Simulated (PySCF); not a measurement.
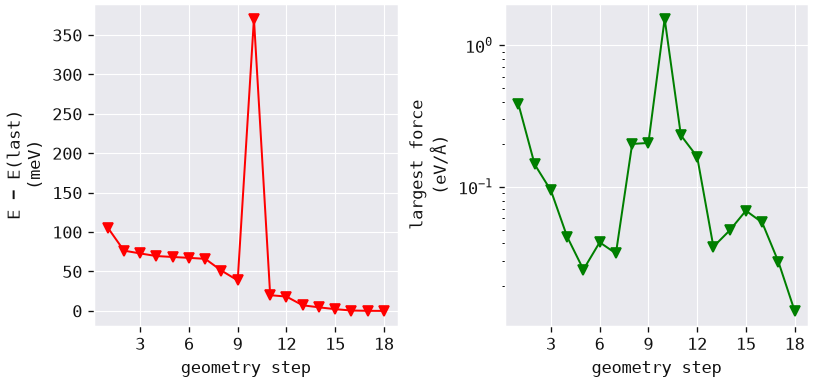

History of a geometry optimisation. The run: CoMe2 (SMILES [CH3][Co][CH3]), multiplicity 4, by PBE0-D3(BJ)/def2-SVP, geometry optimisation (PySCF).

The optimisation met its thresholds at geometry 18, counting the start as the first. The energy fell by about 110 meV from the first step to the last, with a rise at step 10. The largest force goes from about 0.38 eV/Å at the start to 0.013 eV/Å at the end, with a peak of 1.5 eV/Å at step 10.
